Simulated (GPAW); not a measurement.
# Y L₃ ELNES/XANES of YCu (Pm-3m) from DFT, part 3 of 3

Aim: the dependence of the Y L₃ near-edge features of YCu (Pm-3m) on volume.

GPAW 26.7.0; X-ray absorption from dipole matrix elements to empty bands, plane-wave PAW LDA.

So far. Step 4 (Spectrum with XCH, Y atom 1): The energy difference (zero at 2095 eV) isn't read as a photon energy: for so heavy an absorber the terms left out (core spin–orbit splitting, the hole's spin, the functional's error) amount to tens of eV or more. Step 6 (Spectrum with XCH, Y atom 1): This run also has another mesh (6×6×6 against 5×5×5), so the 14 % r.m.s. difference can't be laid on the changed setting alone. The highest intensity below 24 eV goes from 2.2 eV (2.73) to 2.6 eV (2.49).

## 8. Spectrum with XCH, Y atom 1

Shorter bonds are expected to push antibonding states and scattering resonances up, and longer ones down; the cell is scaled to test that.

Changed against the first core-hole run: volume scale from 1 to 0.94.

xas.py reads:

```python
import numpy as np
from ase import Atoms
from ase.parallel import parprint, paropen
from gpaw import GPAW, PW, FermiDirac, Mixer, MixerDif, setup_paths
from gpaw.test import gen
setup_paths.insert(0, '.')
gen('Y', name='fch2p', xcname='LDA', corehole=(2, 1, 1), write_xml=True)
from gpaw.mpi import world
world.barrier()

atoms = Atoms('Y4Cu4',
    cell=[[3.3875218, 3.3875218, 3.3875218],
     [-3.3875218, 3.3875218, -3.3875218],
     [-3.3875218, -3.3875218, 3.3875218]],
    scaled_positions=[[0, 0, 0],
     [0, 0.5, 0.5],
     [0.5, 0, 0.5],
     [0.5, 0.5, 0],
     [0.5, 0, 0],
     [0.5, 0.5, 0.5],
     [0, 0, 0.5],
     [0, 0.5, 0]],
    pbc=True)
atoms.calc = calc = GPAW(legacy_gpaw=True, mode=PW(430), xc='LDA', setups={0: 'fch2p'},
    kpts={'size': (5, 5, 5), 'gamma': True}, occupations=FermiDirac(0.1),
    charge=-1, mixer=Mixer(0.1, 5, 50), maxiter=150,
    convergence={'density': 0.0001}, txt='scf.txt')
energy = atoms.get_potential_energy() + calc.get_reference_energy()
ef = calc.get_fermi_level()
out = dict(energy=energy, fermi=ef, forces=atoms.get_forces().tolist())
parprint(f'all-electron energy {energy:.4f} eV, Fermi level {ef:.4f} eV')
ev = np.array([[calc.get_eigenvalues(k, s) for k in range(len(calc.get_ibz_k_points()))] for s in range(calc.get_number_of_spins())])
out['homo'], out['lumo'], out['counts'] = ev[ev < ef].max(), ev[ev > ef].min(), sorted(set((ev < ef).sum((0, 2)).tolist()))
out['filled'] = (ev[:, 0] < ef).sum(1).tolist()

from ase.units import Ha
from gpaw.xas import dipole_matrix_elements
nb = int(calc.get_number_of_electrons() / 2) + 115
top, nb = nb, nb + 8 + nb // 12
nscf = calc.fixed_density(kpts={'size': (6, 6, 6), 'gamma': True}, nbands=nb,
    convergence={'bands': top, 'eigenstates': 1e-5}, maxiter=60, txt='nscf.txt')
cell = atoms.cell.array
ops = [cell.T @ U.T @ np.linalg.inv(cell.T) for U in nscf.wfs.kd.symmetry.op_scc]
E = np.arange(-6, 34, 0.1)
fwhm = np.interp(E, [4, 25], [1.5, 3.5])
Y, X, zero, highest = 0, 0, 1e9, 1e9
for spin in range(nscf.get_number_of_spins()):
    wfs = nscf.wfs
    A = dipole_matrix_elements(wfs.setups[0])
    eps = np.zeros((wfs.kd.nibzkpts, nb))
    d = np.zeros((3, A.shape[1], wfs.kd.nibzkpts, nb), complex)
    for kpt in wfs.kpt_u:
        if kpt.s == spin and 0 in kpt.P_ani:
            eps[kpt.k] = kpt.eps_n * Ha
            d[:, :, kpt.k] = (kpt.weight * wfs.nspins / 2) ** 0.5 * np.inner(A, kpt.P_ani[0])
    world.sum(eps)
    world.sum(d)
    T = np.einsum('amkn,bmkn->abkn', d, d.conj()).real
    T = sum(np.einsum('ai,ijkn,bj->abkn', R, T, R) for R in ops) / len(ops)
    empty = eps > ef
    zero, highest = min(zero, eps[empty].min()), min(highest, eps[:, top - 1].min())
    lines = [(eps, T, empty)] if spin == 0 else lines + [(eps, T, empty)]
for eps, T, empty in lines:
    f = np.einsum('aakn->akn', T).reshape(3, -1)
    x = eps.ravel() - zero
    w = np.interp(x, E, fwhm) / 2.35482
    g = np.exp(-0.5 * ((E[:, None] - x) / w) ** 2) / (w * (2 * np.pi) ** 0.5)
    Y = Y + (f * empty.ravel()) @ g.T
    X = X + (f * ~empty.ravel()) @ g.T
out.update(E=E.round(2).tolist(), xas=Y.tolist(), xes=X.tolist(), zero=zero, valid=highest - zero, nk=len(eps), nb=nb)
for i in range(0, len(E), 10):
    parprint(f'{E[i]:7.2f}', *(f'{v:10.3e}' for v in Y[:, i]))
import json
with paropen('out.json', 'w') as f:
    json.dump(out, f)
```

On the command line:

```sh
$ OMP_NUM_THREADS=1 mpirun -n 2 gpaw python xas.py
```

Numbers of over 12 decimals in the logs are rounded to 6 here.

The log of the run:

```text
Input parameters:
  charge: -1
  convergence: {density: 0.0001}
  kpts: {gamma: True,
         size: (5, 5, 5)}
  maxiter: 150
  mixer: {backend: pulay,
          beta: 0.1,
          method: separate,
          nmaxold: 5,
          weight: 50}
  mode: {ecut: 430.0,
         name: pw}
  occupations: {fixmagmom: False,
                name: fermi-dirac,
                width: 0.1}
  setups: {0: fch2p}

Initialize ...

[...]
*d    :     0.534913
--------------------------------

Diagonalizing with gridspacing h=0.050

state   all-electron     PAW
-------------------------------
4s:      -2.317952    -2.318410
4p:      -1.537864    -1.538528
4d:      -0.465087    -0.465594
*f:                   -0.036509
-------------------------------
all-electron energy -545702.4110 eV, Fermi level 7.8347 eV
[...]
32.00  1.080e-05  1.080e-05  1.080e-05
  33.00  1.047e-05  1.047e-05  1.047e-05
[key lines of the parts left out:]
Converged after 16 iterations.
Dipole moment: (0.000000, 0.000000, 0.000000) |e|*Ang
Free energy:    -51.876645
Fermi level: 7.83467
```

Elapsed: 2 min, on 2 MPI ranks of Arm Neoverse V2, shared host; peak memory 0.41 GiB.

```
E (eV)  first run  this run
  -2.0       0.00      0.00
  -1.0       0.24      0.22
   0.0       1.54      1.44
   1.0       2.32      2.11
   2.0       2.72      2.45
   3.0       2.05      2.26
   4.0       1.14      1.22
   5.0       1.30      1.10
   6.0       1.19      1.33
   7.0       0.83      0.93
   8.0       0.82      0.80
   9.0       0.94      0.91
  10.0       0.83      0.95
  11.0       0.61      0.74
  12.0       0.51      0.58
  13.0       0.42      0.50
  14.0       0.37      0.41
  15.0       0.41      0.39
  16.0       0.49      0.45
  17.0       0.55      0.52
  18.0       0.63      0.58
  19.0       0.67      0.64
  20.0       0.61      0.66
  21.0       0.54      0.60
  22.0       0.52      0.53
  23.0       0.52      0.50
  24.0       0.53      0.51
  25.0       0.54      0.52
  26.0       0.55      0.53
  27.0       0.55      0.54
  28.0       0.56      0.55
  29.0       0.56      0.55
  30.0       0.54      0.56
  31.0       0.52      0.55
  32.0       0.52      0.51
```

This run also has another mesh (6×6×6 against 5×5×5), so the 9 % r.m.s. difference can't be laid on the changed setting alone. The highest intensity below 24 eV goes from 2.2 eV (2.73) to 2.4 eV (2.56).

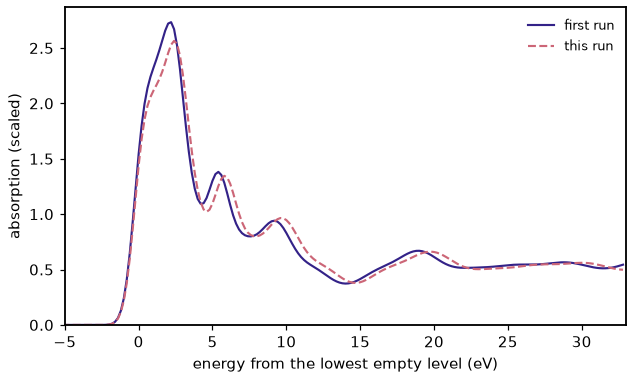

The effect of the change (volume scale from 1 to 0.94).

The photon energy of the zero moves by -0.24 eV.

## 9. Reference energy of the supercell

The cell changes for the next run, so it gets a reference energy of its own.

The cell differs from the one that the last finished run ended in (a 5.867 → 5.929 Å, b 5.867 → 5.929 Å, c 5.867 → 5.929 Å).

scf.py reads:

```python
import numpy as np
from ase import Atoms
from ase.parallel import parprint, paropen
from gpaw import GPAW, PW, FermiDirac, Mixer, MixerDif, setup_paths
from gpaw.test import gen
setup_paths.insert(0, '.')
gen('Y', name='nch2p', xcname='LDA', corehole=(2, 1, 0), write_xml=True)
from gpaw.mpi import world
world.barrier()

atoms = Atoms('Y4Cu4',
    cell=[[3.42318254, 3.42318254, 3.42318254],
     [-3.42318254, 3.42318254, -3.42318254],
     [-3.42318254, -3.42318254, 3.42318254]],
    scaled_positions=[[0, 0, 0],
     [0, 0.5, 0.5],
     [0.5, 0, 0.5],
     [0.5, 0.5, 0],
     [0.5, 0, 0],
     [0.5, 0.5, 0.5],
     [0, 0, 0.5],
     [0, 0.5, 0]],
    pbc=True)
atoms.calc = calc = GPAW(legacy_gpaw=True, mode=PW(430), xc='LDA', setups={0: 'nch2p'},
    kpts={'size': (5, 5, 5), 'gamma': True}, occupations=FermiDirac(0.1),
    charge=0, mixer=Mixer(0.1, 5, 50), maxiter=150,
    convergence={'density': 0.0001}, txt='scf.txt')
energy = atoms.get_potential_energy() + calc.get_reference_energy()
ef = calc.get_fermi_level()
out = dict(energy=energy, fermi=ef, forces=atoms.get_forces().tolist())
parprint(f'all-electron energy {energy:.4f} eV, Fermi level {ef:.4f} eV')
ev = np.array([[calc.get_eigenvalues(k, s) for k in range(len(calc.get_ibz_k_points()))] for s in range(calc.get_number_of_spins())])
out['homo'], out['lumo'], out['counts'] = ev[ev < ef].max(), ev[ev > ef].min(), sorted(set((ev < ef).sum((0, 2)).tolist()))
out['filled'] = (ev[:, 0] < ef).sum(1).tolist()
import json
with paropen('out.json', 'w') as f:
    json.dump(out, f)
```

On the command line:

```sh
$ OMP_NUM_THREADS=1 mpirun -n 2 gpaw python scf.py
```

The log of the run:

```text
Input parameters:
  convergence: {density: 0.0001}
  kpts: {gamma: True,
         size: (5, 5, 5)}
  maxiter: 150
  mixer: {backend: pulay,
          beta: 0.1,
          method: separate,
          nmaxold: 5,
          weight: 50}
  mode: {ecut: 430.0,
         name: pw}
  occupations: {fixmagmom: False,
                name: fermi-dirac,
                width: 0.1}
  setups: {0: nch2p}

Initialize ...

[...]
5s(2) :    -0.155371     0.971849
4p(6) :    -1.027192     0.548140
5p(0) :    -0.054980     0.976393
4d(1) :    -0.097195     0.865310
*d    :     0.902805
--------------------------------

Diagonalizing with gridspacing h=0.050

state   all-electron     PAW
-------------------------------
4s:      -1.763072    -1.763529
4p:      -1.027192    -1.027856
4d:      -0.097195    -0.097523
*f:                    0.059866
-------------------------------
all-electron energy -547797.0851 eV, Fermi level 7.5987 eV
[key lines of the parts left out:]
Converged after 18 iterations.
Dipole moment: (0.000000, -0.000000, -0.000000) |e|*Ang
Free energy:    -41.239147
Fermi level: 7.59874
```

The job ended after 29 s (2 MPI ranks; peak memory 0.26 GiB; 59 s of CPU time).

Reference energy: -547797.085 eV with the cores included.

## 10. Spectrum with XCH, Y atom 1

Shorter bonds are expected to push antibonding states and scattering resonances up, and longer ones down; the cell is scaled to test that.

Changed against the first core-hole run: volume scale from 1 to 0.97.

Edit xas.py of step 8 so:

```diff
@@ -11,5 +11,5 @@
 atoms = Atoms('Y4Cu4',
-    cell=[[3.3875218, 3.3875218, 3.3875218],
-     [-3.3875218, 3.3875218, -3.3875218],
-     [-3.3875218, -3.3875218, 3.3875218]],
+    cell=[[3.42318254, 3.42318254, 3.42318254],
+     [-3.42318254, 3.42318254, -3.42318254],
+     [-3.42318254, -3.42318254, 3.42318254]],
     scaled_positions=[[0, 0, 0],
@@ -37,3 +37,3 @@
 from gpaw.xas import dipole_matrix_elements
-nb = int(calc.get_number_of_electrons() / 2) + 115
+nb = int(calc.get_number_of_electrons() / 2) + 118
 top, nb = nb, nb + 8 + nb // 12
```

On the command line:

```sh
$ OMP_NUM_THREADS=1 mpirun -n 2 gpaw python xas.py
```

The log of the run:

```text
Input parameters:
  charge: -1
  convergence: {density: 0.0001}
  kpts: {gamma: True,
         size: (5, 5, 5)}
  maxiter: 150
  mixer: {backend: pulay,
          beta: 0.1,
          method: separate,
          nmaxold: 5,
          weight: 50}
  mode: {ecut: 430.0,
         name: pw}
  occupations: {fixmagmom: False,
                name: fermi-dirac,
                width: 0.1}
  setups: {0: fch2p}

Initialize ...

[...]
*d    :     0.534913
--------------------------------

Diagonalizing with gridspacing h=0.050

state   all-electron     PAW
-------------------------------
4s:      -2.317952    -2.318410
4p:      -1.537864    -1.538528
4d:      -0.465087    -0.465594
*f:                   -0.036509
-------------------------------
all-electron energy -545702.2430 eV, Fermi level 7.5064 eV
[...]
32.00  1.063e-05  1.063e-05  1.063e-05
  33.00  1.088e-05  1.088e-05  1.088e-05
[key lines of the parts left out:]
Converged after 18 iterations.
Dipole moment: (0.000000, -0.000000, -0.000000) |e|*Ang
Free energy:    -51.709995
Fermi level: 7.50642
```

Run time: 2.1 min. Hardware: 2 MPI ranks; peak memory 0.4 GiB; 4.1 min of CPU time.

```
E (eV)  first run  this run
  -2.0       0.00      0.00
  -1.0       0.24      0.23
   0.0       1.54      1.48
   1.0       2.32      2.20
   2.0       2.72      2.58
   3.0       2.05      2.19
   4.0       1.14      1.17
   5.0       1.30      1.19
   6.0       1.19      1.28
   7.0       0.83      0.87
   8.0       0.82      0.80
   9.0       0.94      0.92
  10.0       0.83      0.90
  11.0       0.61      0.67
  12.0       0.51      0.54
  13.0       0.42      0.46
  14.0       0.37      0.38
  15.0       0.41      0.39
  16.0       0.49      0.47
  17.0       0.55      0.53
  18.0       0.63      0.60
  19.0       0.67      0.66
  20.0       0.61      0.64
  21.0       0.54      0.57
  22.0       0.52      0.51
  23.0       0.52      0.51
  24.0       0.53      0.52
  25.0       0.54      0.53
  26.0       0.55      0.54
  27.0       0.55      0.55
  28.0       0.56      0.55
  29.0       0.56      0.56
  30.0       0.54      0.56
  31.0       0.52      0.53
  32.0       0.52      0.50
```

This run also has another mesh (6×6×6 against 5×5×5), so the 5 % r.m.s. difference can't be laid on the changed setting alone. The highest intensity below 24 eV stays at 2.2 eV.

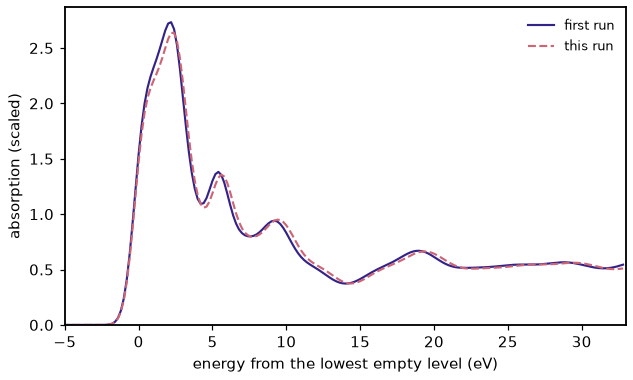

The effect of the change (volume scale from 1 to 0.97).

The photon energy of the zero moves by -0.12 eV.

## 11. The volumes side by side

```
volume  nearest distance (Å)  shift of the zero (eV)  maximum 1 (eV above own zero)  maximum 2 (eV above own zero)  maximum 3 (eV above own zero)  maximum 4 (eV above own zero)
  0.91                 2.902                   -0.38                            2.6                            6.0                           10.0                           20.2
  0.94                 2.934                   -0.24                            2.4                            5.8                            9.6                           19.8
  0.97                 2.965                   -0.12                            2.2                            5.6                            9.4                           19.4
     1                 2.995                   +0.00                            2.2                            5.4                            9.2                           19.0
```

The curves, each shifted by its zero's change so that they share one photon-energy axis, counted from the zero at V × 1:

```
E (eV)  V × 0.91  V × 0.94  V × 0.97  V × 1
  -2.0      0.02      0.01      0.01   0.00
  -1.0      0.51      0.43      0.32   0.24
   0.0      1.73      1.71      1.62   1.54
   1.0      2.10      2.18      2.24   2.32
   2.0      2.46      2.54      2.61   2.72
   3.0      1.94      1.98      2.04   2.05
   4.0      1.07      1.09      1.13   1.14
   5.0      1.14      1.19      1.23   1.30
   6.0      1.28      1.26      1.23   1.19
   7.0      0.88      0.86      0.85   0.83
   8.0      0.81      0.81      0.81   0.82
   9.0      0.94      0.94      0.93   0.94
  10.0      0.95      0.91      0.88   0.83
  11.0      0.73      0.69      0.65   0.61
  12.0      0.59      0.56      0.54   0.51
  13.0      0.50      0.47      0.45   0.42
  14.0      0.41      0.39      0.38   0.37
  15.0      0.39      0.40      0.40   0.41
  16.0      0.46      0.47      0.48   0.49
  17.0      0.53      0.54      0.54   0.55
  18.0      0.58      0.59      0.61   0.63
  19.0      0.64      0.65      0.66   0.67
  20.0      0.66      0.65      0.64   0.61
  21.0      0.61      0.58      0.56   0.54
  22.0      0.53      0.52      0.51   0.52
  23.0      0.50      0.50      0.51   0.52
  24.0      0.50      0.51      0.52   0.53
  25.0      0.51      0.52      0.53   0.54
  26.0      0.52      0.53      0.54   0.55
  27.0      0.54      0.55      0.55   0.55
  28.0      0.55      0.55      0.55   0.56
  29.0      0.55      0.56      0.56   0.56
  30.0      0.56      0.56      0.55   0.54
  31.0      0.55      0.54      0.53   0.52
  32.0      0.52      0.51      0.50   0.52
```

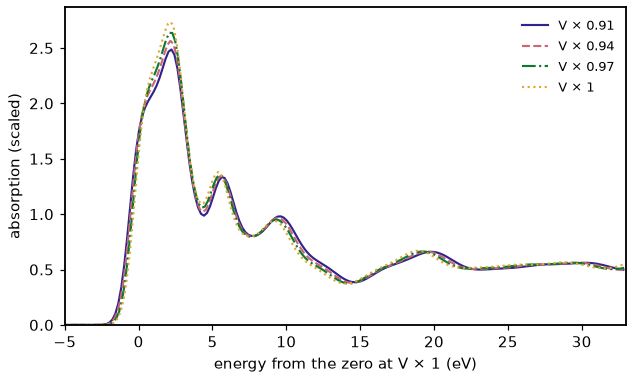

The edge at each volume, on one photon-energy scale.

## 12. Outcome

```yaml
absorber_and_edge: Y L₃, atom 1 of the ground-state input (counted from 1)
surroundings: 8 Cu at 2.99 Å and 6 Y at 3.46 Å (cube and octahedron, as in bcc, site symmetry m-3m)
highest_intensity_below_24_ev: 2.2 eV above the zero, height 2.73
```

What this shows: From V × 0.91 to V × 1 the nearest distance grows by 0.093 Å and the zero moves by +0.38 eV. Above their own zero, the maxima move from 2.6 to 2.2 eV, from 6.0 to 5.4 eV, from 10.0 to 9.2 eV and from 20.2 to 19.0 eV. The one highest in energy moves most, in the direction that the rule ΔE·R² ≈ constant for scattering resonances gives. The meshes differ between volumes, which adds to the changes. The Y L₃ edge of atom 1, with 8 Cu at 2.99 Å and 6 Y at 3.46 Å (cube and octahedron, as in bcc, site symmetry m-3m), has its highest intensity of the first 24 eV at 2.2 eV above the zero, 2.7 times the mean level of the first 20 eV (Gaussian full width 1.5 eV up to 4 eV, rising linearly to 3.5 eV at 25 eV). Only the L₃ part is meant: spin–orbit coupling of the core level isn't computed and the L₂ copy isn't added. The holes are only 6.0 Å apart, so the shape is probably not converged with cell size; no larger cell was run here. The structure is a computed Materials Project entry and may be a hypothetical form.

[Banner, clock and machine lines of the logs are left out without a mark of their own.]

[Logs are printed without paths, hosts, clocks, repeated set-up lines and the standing remarks that a program may print on its own settings, such as how far it seeks lower states.]

[Hosts, paths, dates, database ids (printed as entryN), source tags and the programs' standing remarks are cut or masked in the printed files.]

[Lists of maxima count a maximum above −3 eV only where it reaches 4 % of the highest in the window and stands out from its surroundings by 2 % of it (1.5 % where it reaches 55 %); shoulders and weaker maxima are passed over, and of the rest the first, up to two pre-edge ones and the few strongest are named.]
